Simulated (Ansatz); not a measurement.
# PBE0/STO-3G run of CH2FN (SMILES [H]/N=C/F)

What is the electronic atomisation energy of CH2FN at PBE0/STO-3G? 

The results are computed with Ansatz 0.2.0.

65 further runs of the same task are left out: 65 set aside as unsound or not needed.

## (1) The molecule

The species is CH2FN (5 atoms), meant as a singlet with charge 0. SMILES: `[H]/N=C/F`. Geometry: relaxed at PBE0-D4/def2-TZVP.

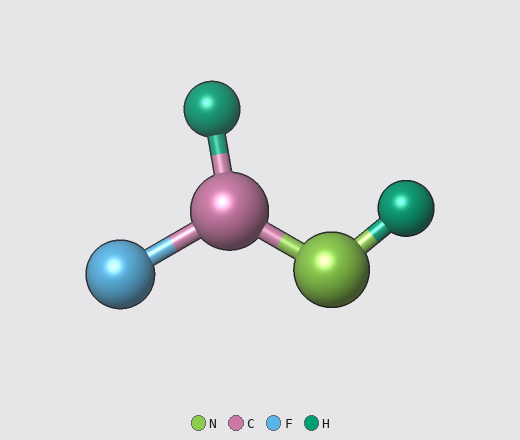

The structure, seen from a chosen angle (nitrogen green, carbon pink, fluorine blue, hydrogen teal).

## (2) A single-point energy at PBE0/STO-3G

The input, input.yaml:

```yaml
crystal:
  periodic: [false, false, false]
  atoms:
    - {symbol: N, position_ang: [-0.719900, -0.454400, -0.439800]}
    - {symbol: C, position_ang: [0.296500, -0.034500, 0.137300]}
    - {symbol: F, position_ang: [1.242400, -0.884800, 0.520800]}
    - {symbol: H, position_ang: [-1.343900, 0.314100, -0.667300]}
    - {symbol: H, position_ang: [0.574800, 0.986000, 0.407600]}
basis:
  gaussian: {orbitals: STO-3G}
hamiltonian: {xc: {name: PBE0}}
accuracy: high
```

Launch:

```console
ansatz run input.yaml --threads 1 --pin off --max-ram 2610MiB --events-out events.jsonl --progress --plain --runs-dir runs
```

Log:

```text
Warning: RAYON_NUM_THREADS=1 ignored (pool sized by the plan → 1); use --threads N
Functional definition: PBE0
  name "PBE0"
  parameter a = 0.25
  parameter kappa = 0.804
  parameter beta = 0.06672455060314922
  exchange = (1 - a)*pbe_x(kappa = kappa, mu = beta*pi^2/3) + a*exact_x
  correlation = pbe_c(beta = beta)
298 factors; integrals over basis functions are off by at most 1.2e-8 eV
mean field evaluation 1: about -5195.5521 eV, gradient 2.8e1 eV
mean field evaluation 2: about -5191.3185 eV, gradient 5.0e1 eV
mean field evaluation 4: about -5197.9658 eV, gradient 1.5e0 eV
mean field evaluation 8: about -5197.9559 eV, gradient 3.2e-3 eV
mean field evaluation 16: about -5197.9559 eV, gradient 5.7e-8 eV
mean field -5197.95588499 eV, -191.0213554724 hartree, gradient 5.7e-8 eV, S^2 0.000000; 0 other end points of the search recorded, 0 dependent functions left out
reference -5197.95588606 eV, -191.0213555118 hartree; 12, 12 occupied and 5, 5 virtual orbitals, 298 factors
Total energy: -5197.95588606 eV, -191.0213555118 hartree
```

It took 0.76 s on 1 thread of Arm Neoverse V2, shared host.

## (3) The C atom at the same level

The input, input.yaml:

```yaml
crystal:
  periodic: [false, false, false]
  atoms:
    - symbol: C
      position_ang: [0.000000, 0.000000, 0.000000]
basis:
  gaussian:
    orbitals: STO-3G
total_charge: 0
magnetization:
  spin_polarized: true
  initial_magnetization: 2
hamiltonian:
  xc: {name: PBE0}
accuracy: high
```

Run the same way, it converges to -37.30347 Eh (log not shown).

## (4) The F atom at the same level

The input, input.yaml:

```yaml
crystal:
  periodic: [false, false, false]
  atoms:
    - symbol: F
      position_ang: [0.000000, 0.000000, 0.000000]
basis:
  gaussian:
    orbitals: STO-3G
accuracy: high
hamiltonian:
  xc: {name: PBE0}
magnetization:
  spin_polarized: true
  initial_magnetization: 1
```

Run the same way, it converges to -98.20282 Eh (log not shown).

## (5) The H atom

The input, molecule.yaml:

```yaml
crystal:
  periodic: [false, false, false]
  atoms:
    - {symbol: H, position_ang: [0.000000, 0.000000, 0.000000]}
basis:
  gaussian: {orbitals: STO-3G}
magnetization: {spin_polarized: true, initial_magnetization: 1}
hamiltonian: {xc: {name: PBE0}}
accuracy: high
```

Run the same way, it converges to -0.46651 Eh (log not shown).

## (6) The N atom

The input, molecule.yaml:

```yaml
crystal:
  periodic: [false, false, false]
  atoms:
    - symbol: "N"
      position_ang: [0.000000, 0.000000, 0.000000]
basis:
  gaussian: {orbitals: STO-3G}
total_charge: 0
magnetization: {spin_polarized: true, initial_magnetization: 3}
hamiltonian: {xc: pbe0}
accuracy: high
```

Run the same way, it converges to -53.83895 Eh (log not shown).

## (7) What came out

Level: PBE0/STO-3G.

| quantity | value |
| --- | --- |
| molecule: total energy | -191.02136 Eh |
| C atom: total energy | -37.30347 Eh |
| C atom: ⟨S²⟩ | 2.000 |
| F atom: total energy | -98.20282 Eh |
| F atom: ⟨S²⟩ | 0.750 |
| H atom: total energy | -0.46651 Eh |
| H atom: ⟨S²⟩ | 0.750 |
| N atom: total energy | -53.83895 Eh |
| N atom: ⟨S²⟩ | 3.750 |
| electronic atomisation energy | 20.221 eV |

**Reading.** Taking the molecule apart into free atoms costs 20.22 eV (1951 kJ/mol), before zero-point energy and without spin-orbit coupling. In a minimal basis such a difference can be off by several eV, whatever the method.
